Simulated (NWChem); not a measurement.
# One shape, several levels: SiBrCl3 (SMILES Cl[Si](Cl)(Cl)Br)

Aim: a comparison of 6 runs (HF/STO-3G, HF/3-21G, B2PLYP/cc-pVDZ, B3LYP/6-31G*, SVWN5/6-31G*) of SiBrCl3. 

The calculation is run with NWChem 7.3.0.

1 further run of the same task is left out (it didn't finish).

## Step 1: The molecule

The species is SiBrCl3 (5 atoms), meant as a singlet with charge 0. SMILES: `Cl[Si](Cl)(Cl)Br`. Geometry: relaxed at PBE0-D4/def2-TZVP.

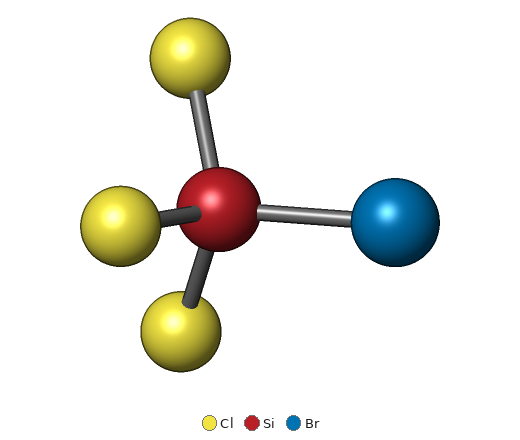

The structure, seen from a chosen angle (chlorine yellow, silicon red, bromine blue).

## Step 2: Energy and gradient at HF/STO-3G (run 1)

Input file brcl3si.nw:

```
START brcl3si
memory stack 880 mb heap 220 mb global 1100 mb
charge 0
GEOMETRY noautosym nocenter noautoz
  Cl    -0.852900    -0.217700     1.821600
  Si     0.003400    -0.042600    -0.003200
  Cl     1.690500    -1.158200    -0.059200
  Cl    -1.285700    -0.709700    -1.412800
  Br     0.494400     2.054400    -0.387900
END
BASIS spherical bse
  * library STO-3G
END
SCF
  singlet
  rhf
  thresh 1e-08
  maxiter 80
  print low
END
TASK scf gradient
```

On the command line:

```sh
$ nwchem brcl3si.nw > brcl3si.out
```

The log of the run:

```text
[...]
  functions       =    54
[...]
  wavefunction    = RHF
[...]
         Total SCF energy =  -4194.209719634995
      One-electron energy =  -7280.072532134725
      Two-electron energy =   2367.294234120061
 Nuclear repulsion energy =    718.568578379669
        Time for solution =      6.5s
[...]
                         RHF ENERGY GRADIENTS
    atom               coordinates                        gradient
                 x          y          z           x          y          z
   1 Cl     -1.611747  -0.411393   3.442325    0.013068   0.004377  -0.027281
   2 Si      0.006425  -0.080502  -0.006047   -0.007143  -0.030382   0.005573
   3 Cl      3.194582  -2.188681  -0.111872   -0.024474   0.018254   0.000499
   4 Cl     -2.429621  -1.341139  -2.669805    0.019461   0.011647   0.020494
   5 Br      0.934281   3.882253  -0.733025   -0.000911  -0.003895   0.000714
 Task  times  cpu:        8.8s     wall:        8.8s
 Total times  cpu:        8.9s     wall:        8.9s
```

Run time: 9.6 s. Hardware: 1 thread of Intel Xeon Platinum 8259CL at 2.50GHz (Skylake/Cascade Lake), shared host; peak memory 0.1 GiB.

## Step 3: Energy and gradient at HF/3-21G (run 2)

Input file m1.nw:

```
start m1
memory total 2200 mb
charge 0

geometry units angstroms noautosym nocenter noautoz
  Cl      -0.852900      -0.217700       1.821600
  Si       0.003400      -0.042600      -0.003200
  Cl       1.690500      -1.158200      -0.059200
  Cl      -1.285700      -0.709700      -1.412800
  Br       0.494400       2.054400      -0.387900
end

basis spherical bse
  Cl library 3-21G
  Si library 3-21G
  Br library 3-21G
end

scf
  thresh 1e-08
  maxiter 80
  print low
end

task scf gradient
```

On the command line:

```sh
$ nwchem m1.nw > m1.out
```

The log of the run:

```text
[...]
  functions       =    74
[...]
  wavefunction    = RHF
[...]
         Total SCF energy =  -4219.472098424250
      One-electron energy =  -7298.370128891283
      Two-electron energy =   2360.329452087363
 Nuclear repulsion energy =    718.568578379669
        Time for solution =      7.3s
[...]
                         RHF ENERGY GRADIENTS
    atom               coordinates                        gradient
                 x          y          z           x          y          z
   1 Cl     -1.611747  -0.411393   3.442325    0.020336   0.005228  -0.042982
   2 Si      0.006425  -0.080502  -0.006047   -0.004129  -0.017531   0.003216
   3 Cl      3.194582  -2.188681  -0.111872   -0.039262   0.027263   0.001107
   4 Cl     -2.429621  -1.341139  -2.669805    0.030482   0.016764   0.032839
   5 Br      0.934281   3.882253  -0.733025   -0.007427  -0.031725   0.005820
 Task  times  cpu:       10.1s     wall:       10.1s
 Total times  cpu:       10.1s     wall:       10.1s
```

Wall time 11 s (1 thread of Intel Xeon Platinum 8259CL at 2.50GHz (Skylake/Cascade Lake), shared host); peak memory 0.098 GiB.

Runs 3 to 5 aren't shown in full; the table further down has their settings and results.

## Step 4: Energy and gradient at B3LYP/6-31G(d) (Cartesian functions) (run 6)

Input file input.nw:

```
start input
memory 2200 mb
geometry noautosym nocenter noautoz
  Cl      -0.852900      -0.217700       1.821600
  Si       0.003400      -0.042600      -0.003200
  Cl       1.690500      -1.158200      -0.059200
  Cl      -1.285700      -0.709700      -1.412800
  Br       0.494400       2.054400      -0.387900
end
basis
  * library 6-31G*
end
dft
  xc b3lyp
  grid fine
  convergence energy 1e-08
  iterations 100
  mulliken
  print medium
end
task dft gradient
```

On the command line:

```sh
$ nwchem input.nw > input.out
```

The log of the run:

```text
[...]
          Wavefunction type:  closed shell.
          No. of atoms     :     5
          No. of electrons :   100
[...]
          Charge           :     0
          Spin multiplicity:     1
[...]
          AO basis - number of functions:   111
[...]
              XC Information
              --------------
                         B3LYP Method XC Potential
                     Hartree-Fock (Exact) Exchange  0.200
                        Slater Exchange Functional  0.800 local
                    Becke 1988 Exchange Functional  0.720 non-local
              Lee-Yang-Parr Correlation Functional  0.810
                  VWN I RPA Correlation Functional  0.190 local
[...]
 d= 0,ls=0.0,diis     1  -4244.0427637028 -4.96D+03  1.87D-02  2.29D+00     6.9
[...]
 d= 0,ls=0.0,diis     8  -4244.1540527666 -1.69D-09  5.06D-06  3.01D-07    39.7
         Total DFT energy =    -4244.154052766567
      One electron energy =    -7321.593261779919
           Coulomb energy =     2556.018330061958
    Exchange-Corr. energy =     -197.147699428277
 Nuclear repulsion energy =      718.568578379669
[...]
      Total Density - Mulliken Population Analysis
     ---------------------------------------------
    Atom       Charge   Shell Charges
 -----------   ------   -------------------------------------------------------
    1 Cl  17    17.13   2.00  1.99  5.97  1.46  3.65  0.54  1.54 -0.02
    2 Si  14    13.49   2.00  1.99  5.96  1.07  1.75  0.01  0.37  0.33
    3 Cl  17    17.13   2.00  1.99  5.97  1.46  3.65  0.54  1.54 -0.02
    4 Cl  17    17.13   2.00  1.99  5.97  1.46  3.65  0.54  1.54 -0.02
    5 Br  35    35.13   2.00  1.99  6.00  1.93  5.99  1.62  3.87  0.37  1.29  7.02  2.95  0.12
[...]
  wavefunction    = closed shell
                         DFT ENERGY GRADIENTS
    atom               coordinates                        gradient
                 x          y          z           x          y          z
   1 Cl     -1.611747  -0.411393   3.442325    0.005049   0.001308  -0.010665
   2 Si      0.006425  -0.080502  -0.006047   -0.000576  -0.002370   0.000434
   3 Cl      3.194582  -2.188681  -0.111872   -0.009726   0.006769   0.000273
   4 Cl     -2.429621  -1.341139  -2.669805    0.007565   0.004172   0.008146
   5 Br      0.934281   3.882253  -0.733025   -0.002312  -0.009878   0.001812
[...]
```

Run time: 61 s. Hardware: 1 thread of Intel Xeon Platinum 8259CL at 2.50GHz (Skylake/Cascade Lake), shared host; peak memory 0.13 GiB.

## Step 5: Overview of the runs

```
run                               level      task  iteration cap   energy (Eh)  largest force (eV/Å)  wall time
  1                           HF/STO-3G  gradient             80  -4194.209720                 1.630      9.6 s
  2                            HF/3-21G  gradient             80  -4219.472098                 2.460       11 s
  3                      B2PLYP/cc-pVDZ    energy            100  -4243.433857                     –    4.6 min
  4  B3LYP/6-31G* (spherical functions)  gradient            100  -4244.134350                 0.601       61 s
  5  SVWN5/6-31G* (spherical functions)  gradient            100  -4234.917709                 0.203       65 s
  6  B3LYP/6-31G* (Cartesian functions)  gradient            100  -4244.154053                 0.611       61 s
```

## Step 6: What came out

| quantity | value |
| --- | --- |
| run 6: total energy | -4244.15405 Eh |
| run 6: dipole moment | 0.24 D |
| run 6: HOMO energy | -8.82 eV |
| run 6: LUMO energy | -1.32 eV |
| run 6: HOMO–LUMO gap | 7.50 eV |
| run 6: largest force on an atom | 0.611 eV/Å |

**Reading.** Over runs 3, 4, 5, 6 the dipole moment (its size) runs from 0.18 D (B2PLYP/cc-pVDZ) to 0.24 D (B3LYP/6-31G*). The two ends differ in method and basis. A double hybrid's value is that of its SCF part. Over runs 3, 4, 5, 6 the HOMO–LUMO gap runs from 5.64 eV (SVWN5/6-31G*) to 10.70 eV (B2PLYP/cc-pVDZ). Totals of different functionals can't be ranked against each other. In run 1 the basis is minimal, so the values are rough. All runs together took 8 min, the longest 4.6 min.
